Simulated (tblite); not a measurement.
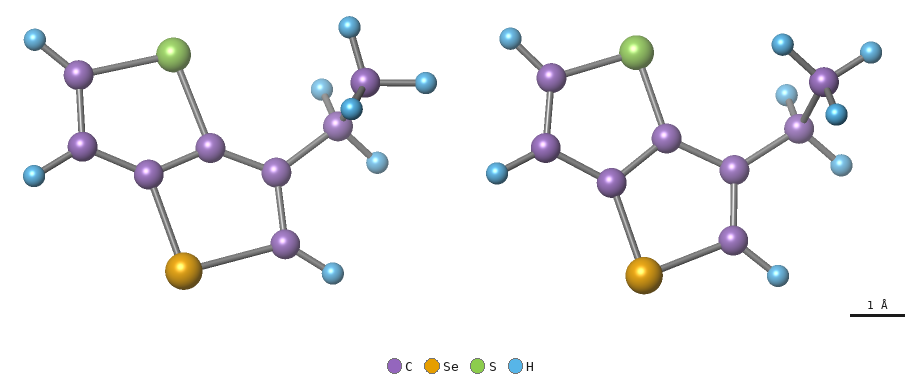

Two geometries of C8H8SSe, drawn at one scale. One is the start of a relaxation, the other its converged end. Style: ball-and-stick. Shown at a tilt.

All numbers below come from GFN2-xTB geometry optimisation, gas phase in tblite 0.8.0. 

### Which geometry has the lower energy?

The right one is the relaxed one. The atom that moves furthest after the best rigid fit is an H atom (0.69 Å). Largest moves by element: H 0.69 Å, C 0.25 Å, Se 0.09 Å, S 0.08 Å. Some distances before and after: C–S 1.902 → 1.728 Å, C–Se 2.039 → 1.871 Å, C–S 1.879 → 1.730 Å, C–Se 1.953 → 1.867 Å. Bond angles that change, for instance: C–C–C 133.9° → 113.5°, C–C–C 136.5° → 116.7°, C–C–S 93.2° → 110.9°. Groups turn about C–C by about 40°. Over 70 geometry steps the energy falls by 250.4 kJ/mol.
